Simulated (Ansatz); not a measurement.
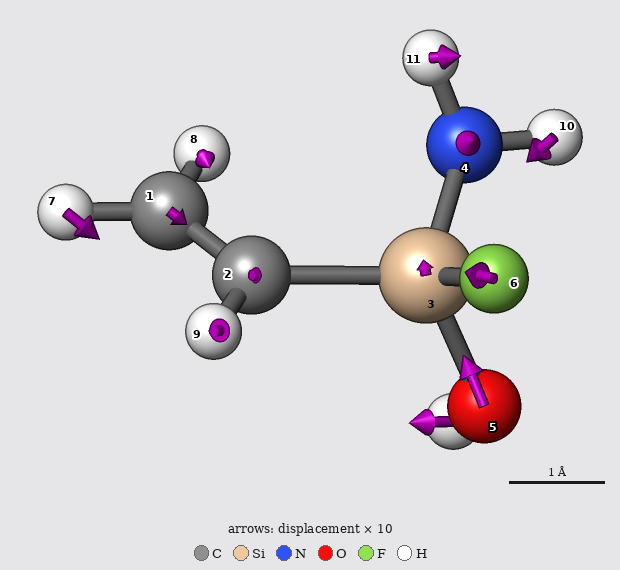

A relaxation of C2H6FNOSi. The starting structure is drawn; purple arrows show the displacements, magnified 10 times. The two geometries are superimposed by the best rigid fit.

Style: ball-and-stick. Shown at a tilt.

The start comes from PBE-D4/def2-SVP.

These are results of Ansatz 0.2.0, RKS PBE0-D4/def2-TZVP, not measurements.

The input:
```yaml
crystal:
  periodic: [false, false, false]
  atoms:
    - {symbol: C, position_ang: [-0.224753, 1.805966, -0.676095]}
    - {symbol: C, position_ang: [-0.717690, 1.019052, 0.302853]}
    - {symbol: Si, position_ang: [-0.146428, -0.729770, 0.594811]}
    - {symbol: N, position_ang: [1.403673, -0.927494, -0.136917]}
    - {symbol: O, position_ang: [-1.178119, -1.925511, 0.046328]}
    - {symbol: F, position_ang: [-0.169251, -0.976220, 2.215416]}
    - {symbol: H, position_ang: [-0.580500, 2.838540, -0.838911]}
    - {symbol: H, position_ang: [0.562338, 1.444488, -1.361142]}
    - {symbol: H, position_ang: [-1.510254, 1.428206, 0.956937]}
    - {symbol: H, position_ang: [1.807625, -1.865131, -0.204621]}
    - {symbol: H, position_ang: [2.132150, -0.234902, 0.053472]}
    - {symbol: H, position_ang: [-1.301691, -1.932425, -0.918133]}
basis:
  gaussian: {orbitals: def2-TZVP}
hamiltonian: {xc: pbe0, dispersion: d4}
relax: {f_tol: 0.005, max_steps: 150}
```

Describe the change and its energy.

Answer. The largest move after the best rigid fit is that of O5, 0.060 Å. By element the largest moves are O 0.060 Å, H 0.058 Å, F 0.046 Å, N 0.037 Å, C 0.025 Å, Si 0.017 Å. Near-neighbour distances that change, for instance: Si3–F6 1.639 → 1.596 Å, Si3–O5 1.672 → 1.636 Å, Si3–N4 1.725 → 1.700 Å, C1–C2 1.349 → 1.331 Å. Among the angles between lasting bonds that change: Si3–O5–H12 114.1° → 116.7°. Over 9 accepted moves (10 points after the start) the energy falls by 10.3 kJ/mol. The largest force component goes from 1.3 to 0.0031 eV/Å. The line search rejected the trial step at point 5 of the run. The run took about 3 core-minutes on a shared host.
